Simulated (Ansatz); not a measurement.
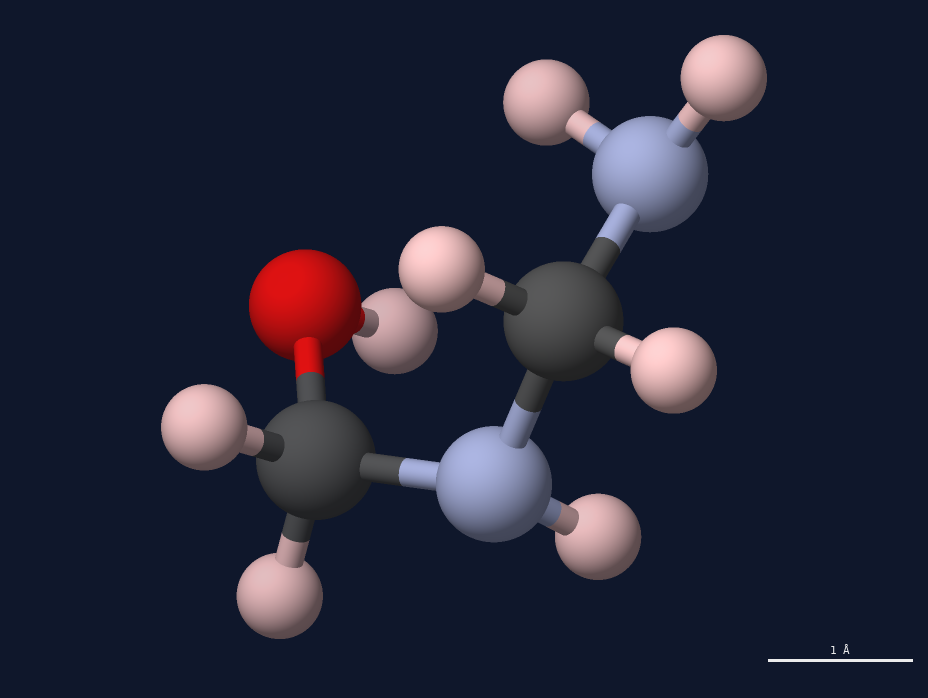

The picture shows a molecular structure as a ball-and-stick model. Every bond is drawn as one stick, whatever its order. Colours: nitrogen light blue, carbon dark grey, oxygen red, hydrogen pink.

Computed geometry: PBE0-D4/def2-TZVP optimisation. No frequency run is at hand to confirm it as a minimum.

> Give the formula.

C₂H₈N₂O, 13 atoms: 2 carbon, 8 hydrogen, 2 nitrogen and 1 oxygen.

> What is its SMILES?

NCNCO

> Count the bonded pairs by element.

4 C–H, 3 C–N, 3 N–H, 1 C–O, 1 O–H.

> Describe its rings.

It has no ring.

The parts below concern this one geometry. Atoms keep their numbers from picture to picture.

Geometry

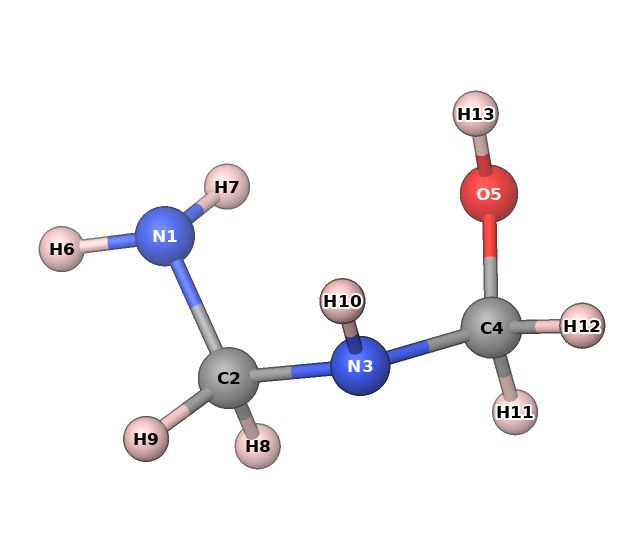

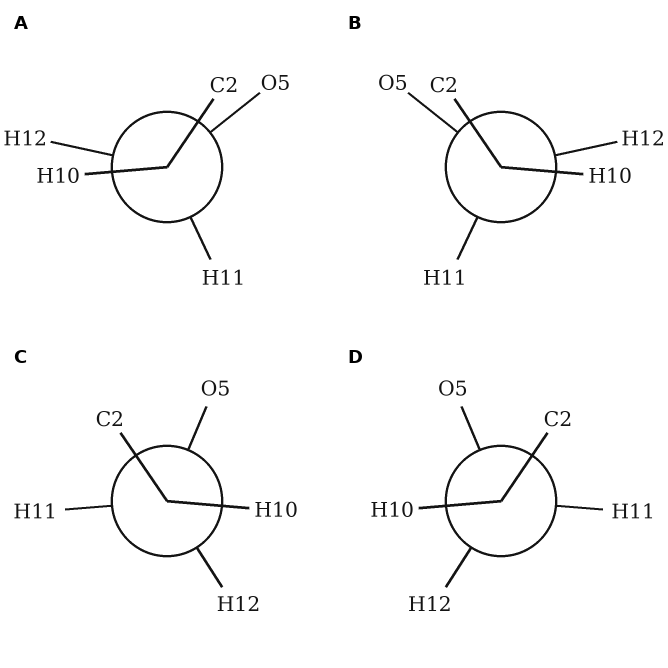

Depth is shown by fading: the farther an atom, the more it takes the colour of the background. Bonds that would overlap in a projection are set slightly apart. No frequency run is at hand to confirm it as a minimum.

> Which Newman projection shows the view along N3–C4, with N3 in front?

C. The torsion angle C2–N3–C4–O5 is 57°, synclinal (gauche).

Dipole moment

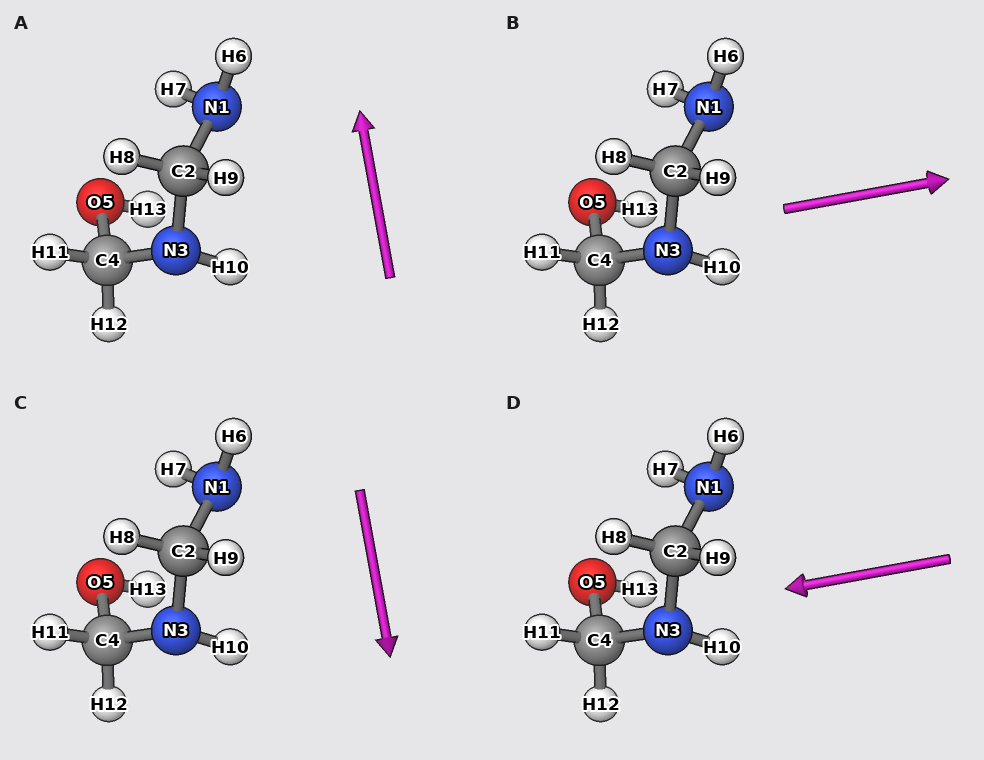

The same molecule four times, each with an arrow. No frequency run is at hand to confirm it as a minimum. Properties computed with RKS PBE0-D4/def2-TZVP (Ansatz 0.2.0).

> Which arrow points along the dipole moment, from the negative to the positive end?

B. The dipole moment is 0.69 D; it points from the side of H11 to the side of H6 (the outermost atoms at the two ends).

Levels of theory compared

No frequency run is at hand to confirm it as a minimum. Program: Ansatz 0.2.0.

Tabulate HOMO–LUMO gap (eV), HOMO energy (eV) at these levels: B3LYP-D4/def2-TZVPP; PBE-D4/def2-TZVPP; PBE0-D4/def2-TZVPP; r2SCAN-D4/def2-TZVPP; ωB97M-V/def2-TZVPP; ωB97X-V/def2-TZVPP.

```csv
level,HOMO–LUMO gap (eV),HOMO energy (eV)
B3LYP-D4/def2-TZVPP,7.24,−6.58
PBE-D4/def2-TZVPP,5.51,−5.33
PBE0-D4/def2-TZVPP,7.83,−6.80
r2SCAN-D4/def2-TZVPP,6.53,−5.63
ωB97M-V/def2-TZVPP,11.65,−9.20
ωB97X-V/def2-TZVPP,12.19,−9.28
```

Charges

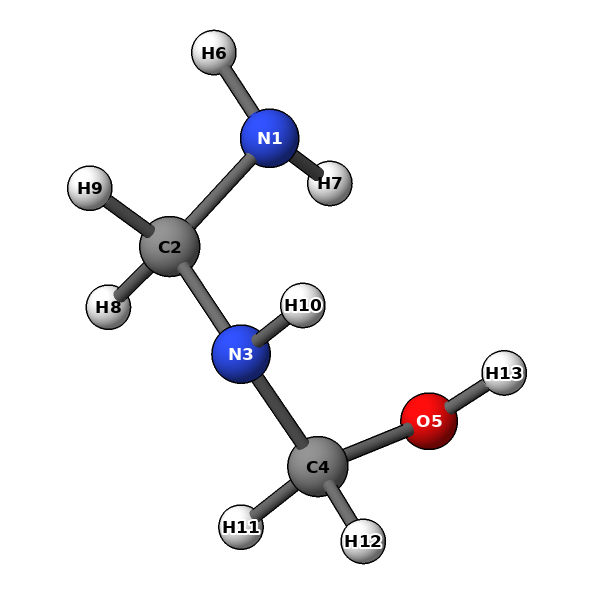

The questions are on Mulliken charges. No frequency run is at hand to confirm it as a minimum. Properties computed with RKS PBE0-D4/def2-TZVP (Ansatz 0.2.0).

List the Mulliken charges.

```csv
atom,value (e)
N1,−0.52
C2,−0.06
N3,−0.32
C4,−0.01
O5,−0.46
H6,0.21
H7,0.23
H8,0.10
H9,0.12
H10,0.19
H11,0.10
H12,0.12
H13,0.30
```

Mulliken values depend strongly on the basis set and can even reverse the polarity of a bond.
